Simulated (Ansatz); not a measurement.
**SiH₂SF radical: energies and forces away from the minimum**

How good are functionals off equilibrium? 2 randomly displaced structures are computed with CCSD(T) and cheaper methods.

The runs use Ansatz 0.2.0, Gaussian basis; single points with forces in def2-TZVPP.

Levels: PBE-D4, r2SCAN-D4, PBE0-D4, wB97M-V, Hartree-Fock, MP2, CCSD, CCSD(T). Each coordinate is moved by a Gaussian draw of the width named (0.7 of it for atoms other than hydrogen): 0.02, 0.09 Å.

Cores are frozen in the correlated methods. Orbitals are unrestricted.

## Step 1: The system as given

The minimum, relaxed at PBE0-D4: SMILES `F[SiH2][S]`, 5 atoms, charge 0, spin multiplicity 2.

Atoms are counted from 1 here; the program's logs count them from 0.

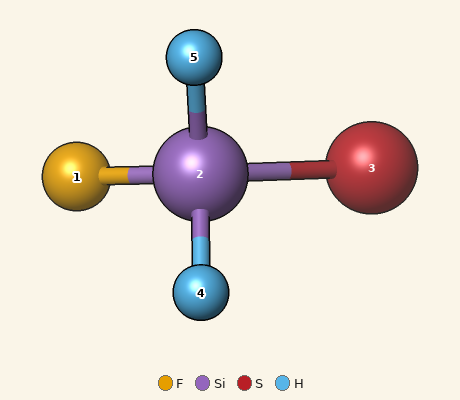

The starting geometry (fluorine amber, silicon purple, sulfur red, hydrogen blue); atoms are numbered from 1 in the order of the file.

Geometry (Å):

```
F    -0.32430   -0.02334    1.58538
Si    0.08595   -0.08103    0.04455
S    -1.14798    1.06132   -1.21097
H    -0.02349   -1.49314   -0.39101
H     1.45972    0.46259   -0.06935
```

Energies of the minimum (eV), from earlier single points: PBE-D4 -21454.15258, r2SCAN-D4 -21462.98627, PBE0-D4 -21455.83227, B3LYP-D4 -21466.77667, wB97M-V -21463.59881, CCSD(T) -21436.43232.

## Step 2: Structure 1, width 0.02 Å

ccsdt-tzvpp/in.yaml reads:

```yaml
crystal:
  periodic: [false, false, false]
  atoms:
    - {symbol: F, position_ang: [-0.323665, -0.017834, 1.605035]}
    - {symbol: Si, position_ang: [0.056976, -0.082926, 0.021956]}
    - {symbol: S, position_ang: [-1.119497, 1.057583, -1.208778]}
    - {symbol: H, position_ang: [-0.070048, -1.518452, -0.371084]}
    - {symbol: H, position_ang: [1.473090, 0.467725, -0.063448]}
basis:
  gaussian: {orbitals: def2-TZVPP}
magnetization: {spin_polarized: true, initial_magnetization: 1}
correlation: {method: ccsd_t}
scf: {omitted_lower_state_checks: [cluster_reference]}
output: {forces: true}
```

No record of the launch command was kept for these runs.

Standard output (excerpt; [...] marks lines left out):

```text
Functional definition: HF
  name "HF"
  cite "Fock, Z. Phys. 61, 126 (1930) doi:10.1007/BF01340294"
  parent pbe
[...]
845 factors; integrals over basis functions are off by at most 8.3e-4 eV
[...]
mean field -21420.90105777 eV, -787.2035942648 hartree, gradient 2.3e-6 eV, S^2 0.762837; 4 other end points of the search recorded, 0 dependent functions left out
11 core orbitals not correlated: weight in the atoms' cores, before any rotation towards them, 1.000 or more for the frozen orbitals, at most 0.000 for the correlated occupied ones
reference -21420.90105777 eV, -787.2035942648 hartree; 10, 9 occupied and 122, 123 virtual orbitals, 845 factors
second order -13.98491264 eV of doubles, -0.00000000 eV of singles
cycle   1  -14.49405126 eV  change   -5.1e-1 eV  update   8.6e-2
[...]
cycle  25  -14.94486918 eV  change    3.9e-8 eV  update   6.6e-8
perturbative correction -0.50937072 eV, -0.0187190285 hartree
[...]
working
working
Total energy: -21436.35529766 eV, -787.7715271056 hartree
Atom 0 at    -0.323665    -0.017834     1.605035 Å, force     0.130711    -0.018374    -0.972282 eV/Å
Atom 1 at     0.056976    -0.082926     0.021956 Å, force     1.192352    -0.620945     1.620836 eV/Å
Atom 2 at    -1.119497     1.057583    -1.208778 Å, force    -0.659972     0.603926    -0.645897 eV/Å
Atom 3 at    -0.070048    -1.518452    -0.371084 Å, force     0.049350     0.358981     0.042501 eV/Å
Atom 4 at     1.473090     0.467725    -0.063448 Å, force    -0.712441    -0.323588    -0.045158 eV/Å
Dipole moment:     0.100304    -0.065505    -0.231960 e Å
Checks for a lower state left out: cluster_reference
```

Run time: 3.6 min. Hardware: 4 threads, shared host; peak memory 3.3 GiB.

The other levels were run on the same coordinates; their logs were not kept, and their results stand in the tables.

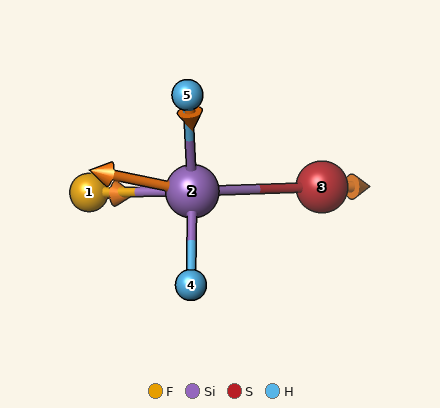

Forces at CCSD(T); the longest arrow is 2.11 eV/Å.

```csv
method,RMS force component (eV/Å),RMS error against CCSD(T) (eV/Å),angle to CCSD(T) forces (°),dipole (D)
PBE-D4,0.404,0.332,16.1,1.24
r2SCAN-D4,0.545,0.190,10.1,1.24
PBE0-D4,0.580,0.153,8.5,1.29
wB97M-V,0.607,0.115,5.8,1.26
CCSD(T),0.701,0,0,1.25
```

## Step 3: Structure 2, width 0.09 Å

ccsdt-tzvpp/in.yaml reads:

```yaml
crystal:
  periodic: [false, false, false]
  atoms:
    - {symbol: F, position_ang: [-0.371553, -0.102808, 1.660499]}
    - {symbol: Si, position_ang: [0.118873, -0.091163, 0.049124]}
    - {symbol: S, position_ang: [-1.207436, 0.993024, -1.143153]}
    - {symbol: H, position_ang: [0.035080, -1.652653, -0.395135]}
    - {symbol: H, position_ang: [1.336590, 0.340051, 0.186897]}
basis:
  gaussian: {orbitals: def2-TZVPP}
magnetization: {spin_polarized: true, initial_magnetization: 1}
correlation: {method: ccsd_t}
scf: {omitted_lower_state_checks: [cluster_reference]}
output: {forces: true}
```

Standard output (excerpt; [...] marks lines left out):

```text
[... 4 set-up lines as earlier in the session ...]
[...]
846 factors; integrals over basis functions are off by at most 8.5e-4 eV
[...]
mean field -21420.23115659 eV, -787.1789758507 hartree, gradient 1.1e-6 eV, S^2 0.762973; 4 other end points of the search recorded, 0 dependent functions left out
11 core orbitals not correlated: weight in the atoms' cores, before any rotation towards them, 1.000 or more for the frozen orbitals, at most 0.000 for the correlated occupied ones
reference -21420.23115659 eV, -787.1789758507 hartree; 10, 9 occupied and 122, 123 virtual orbitals, 846 factors
second order -14.01780325 eV of doubles, -0.00000000 eV of singles
cycle   1  -14.51323478 eV  change   -5.0e-1 eV  update   8.8e-2
[...]
cycle  27  -14.97340060 eV  change   -1.2e-8 eV  update   6.1e-8
perturbative correction -0.51450046 eV, -0.0189075433 hartree
[...]
working
working
working
Total energy: -21435.71905766 eV, -787.7481457166 hartree
Atom 0 at    -0.371553    -0.102808     1.660499 Å, force     0.434025     0.024262    -2.027063 eV/Å
Atom 1 at     0.118873    -0.091163     0.049124 Å, force    -4.986964    -3.931697     2.027105 eV/Å
Atom 2 at    -1.207436     0.993024    -1.143153 Å, force    -0.024043     0.155338    -0.283200 eV/Å
Atom 3 at     0.035080    -1.652653    -0.395135 Å, force     0.080013     1.973073     0.309243 eV/Å
Atom 4 at     1.336590     0.340051     0.186897 Å, force     4.496970     1.779025    -0.026085 eV/Å
Dipole moment:     0.195600     0.033665    -0.312604 e Å
Checks for a lower state left out: cluster_reference
```

Wall time 4.2 min (4 threads, shared host); peak memory 3.3 GiB.

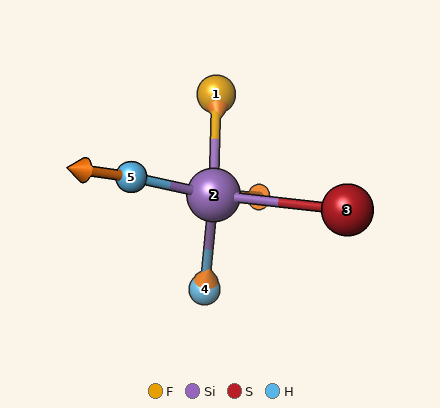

Forces at CCSD(T); the longest arrow is 6.67 eV/Å.

```csv
method,RMS force component (eV/Å),RMS error against CCSD(T) (eV/Å),angle to CCSD(T) forces (°),dipole (D)
PBE-D4,2.167,0.334,8.4,1.66
r2SCAN-D4,2.227,0.180,4.5,1.71
PBE0-D4,2.250,0.144,3.7,1.77
wB97M-V,2.198,0.109,2.4,1.78
CCSD(T),2.254,0,0,1.78
```

## Step 4: All structures together

Energy above the minimum (kJ/mol):

```csv
structure,width (Å),PBE-D4,r2SCAN-D4,PBE0-D4,wB97M-V,Hartree-Fock,MP2,CCSD,CCSD(T)
1,0.02,2.1,4.8,5.3,6.1,12.0,7.6,8.1,7.4
2,0.09,62.8,67.4,68.4,66.6,76.6,69.0,70.0,68.8
```

What each level costs and misses (shared host):

```csv
method,mean energy error from CCSD(T) (kJ/mol),mean time a point
PBE-D4,5.7,3.9 s
r2SCAN-D4,2.0,8.3 s
PBE0-D4,1.3,9 s
wB97M-V,1.8,25 s
Hartree-Fock,6.2,part of the CCSD(T) run
MP2,0.2,part of the CCSD(T) run
CCSD,0.9,part of the CCSD(T) run
CCSD(T),0,3.9 min
```

The best functional, PBE0-D4, misses by 1.3 kJ/mol and takes 9 s a point, against 3.9 min for CCSD(T).

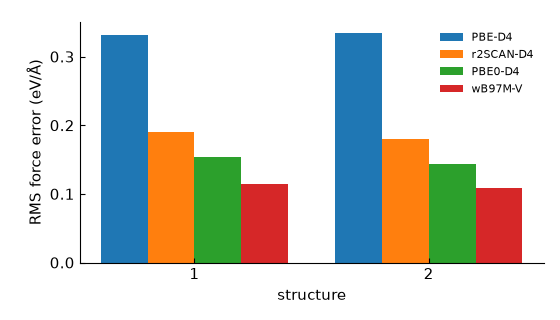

Force errors against CCSD(T).

## Step 5: Outcome

| quantity | value |
| --- | --- |
| energy above the minimum, CCSD(T) | 7.4, 68.8 kJ/mol |
| mean energy error | PBE-D4 5.7, r2SCAN-D4 2.0, PBE0-D4 1.3, wB97M-V 1.8, Hartree-Fock 6.2, MP2 0.2, CCSD 0.9 kJ/mol |
| mean RMS force error | PBE-D4 0.333, r2SCAN-D4 0.185, PBE0-D4 0.149, wB97M-V 0.112 eV/Å |
| largest T1 diagnostic | 0.015 |

In words: In energy MP2 is nearest to CCSD(T) and Hartree-Fock farthest. For forces wB97M-V is best, off by 8 % of the typical force, and PBE-D4 worst (23 %).
